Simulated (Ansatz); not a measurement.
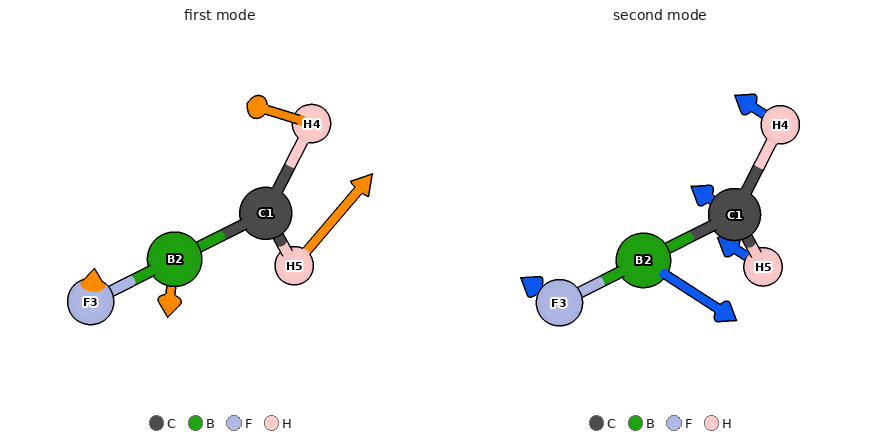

The system is CH2BF, SMILES C=BF; the picture shows the reference structure; its two panels give the patterns of the first and the second mode as arrows. 
- The first coordinate is: normal mode 1 (356 cm⁻¹); the second: normal mode 2 (455 cm⁻¹).
- Nothing is relaxed (straight displacements along the two mass-weighted modes).
- The scan uses a 15 × 15 grid; 65 points were computed and 160 follow by symmetry.
- All energies are given in eV relative to the lowest grid point.
- All numbers below come from RHF/def2-TZVP in Ansatz 0.2.0.

Its coordinates:

```yaml
atoms:
  - { symbol: C, position_ang: [-0.3488, 0.3786, -0.2665] }
  - { symbol: B, position_ang: [0.4789, -0.5198, 0.3659] }
  - { symbol: F, position_ang: [1.2418, -1.3479, 0.9486] }
  - { symbol: H, position_ang: [-0.8043, 1.1920, 0.2666] }
  - { symbol: H, position_ang: [-0.5676, 0.2971, -1.3147] }
```

Range: normal mode 1 (356 cm⁻¹) from −0.955 to 0.955 amu½·Å; normal mode 2 (455 cm⁻¹) from −0.888 to 0.888 amu½·Å.

> What landscape does the calculation give?

The lowest grid point is at normal mode 1 (356 cm⁻¹) = 0.000 amu½·Å, normal mode 2 (455 cm⁻¹) = 0.000 amu½·Å. It is the only kind of minimum in the scanned range. The highest grid point, normal mode 1 (356 cm⁻¹) = −0.955 amu½·Å, normal mode 2 (455 cm⁻¹) = −0.888 amu½·Å, lies 0.857 eV above the lowest.

```tsv
normal mode 2 (455 cm⁻¹) ↓, normal mode 1 (356 cm⁻¹) →	−0.955	−0.818	−0.682	−0.546	−0.409	−0.273	−0.136	0.000	0.136	0.273	0.409	0.546	0.682	0.818	0.955
0.888	0.857	0.676	0.544	0.453	0.394	0.359	0.341	0.336	0.341	0.359	0.394	0.453	0.544	0.676	0.857
0.761	0.752	0.573	0.444	0.354	0.297	0.263	0.246	0.241	0.246	0.263	0.297	0.354	0.444	0.573	0.752
0.635	0.666	0.489	0.361	0.274	0.218	0.185	0.168	0.163	0.168	0.185	0.218	0.274	0.361	0.489	0.666
0.508	0.598	0.423	0.296	0.210	0.155	0.123	0.107	0.102	0.107	0.123	0.155	0.210	0.296	0.423	0.598
0.381	0.546	0.372	0.247	0.162	0.108	0.077	0.061	0.056	0.061	0.077	0.108	0.162	0.247	0.372	0.546
0.254	0.509	0.337	0.213	0.128	0.075	0.045	0.029	0.025	0.029	0.045	0.075	0.128	0.213	0.337	0.509
0.127	0.487	0.316	0.192	0.109	0.056	0.026	0.011	0.006	0.011	0.026	0.056	0.109	0.192	0.316	0.487
0.000	0.480	0.309	0.186	0.102	0.050	0.019	0.004	0.000	0.004	0.019	0.050	0.102	0.186	0.309	0.480
−0.127	0.487	0.316	0.192	0.109	0.056	0.026	0.011	0.006	0.011	0.026	0.056	0.109	0.192	0.316	0.487
−0.254	0.509	0.337	0.213	0.128	0.075	0.045	0.029	0.025	0.029	0.045	0.075	0.128	0.213	0.337	0.509
−0.381	0.546	0.372	0.247	0.162	0.108	0.077	0.061	0.056	0.061	0.077	0.108	0.162	0.247	0.372	0.546
−0.508	0.598	0.423	0.296	0.210	0.155	0.123	0.107	0.102	0.107	0.123	0.155	0.210	0.296	0.423	0.598
−0.635	0.666	0.489	0.361	0.274	0.218	0.185	0.168	0.163	0.168	0.185	0.218	0.274	0.361	0.489	0.666
−0.761	0.752	0.573	0.444	0.354	0.297	0.263	0.246	0.241	0.246	0.263	0.297	0.354	0.444	0.573	0.752
−0.888	0.857	0.676	0.544	0.453	0.394	0.359	0.341	0.336	0.341	0.359	0.394	0.453	0.544	0.676	0.857
```

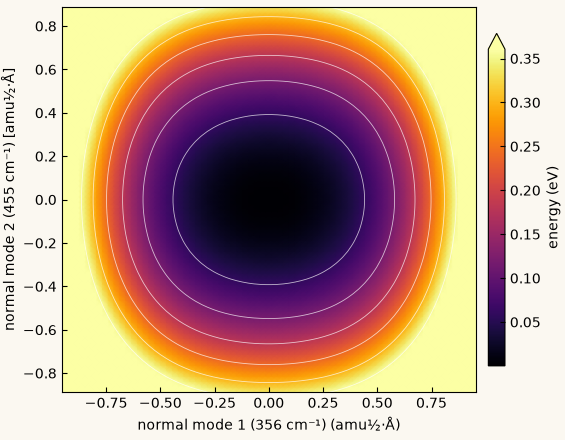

The picture shows a smooth colour map with a few white contour lines, one colour for all values above the top of the scale. Between grid points the surface is interpolated.

Time for the 65 points that were run: 2.5 min on 1 thread of Arm Neoverse N1, on a shared host.
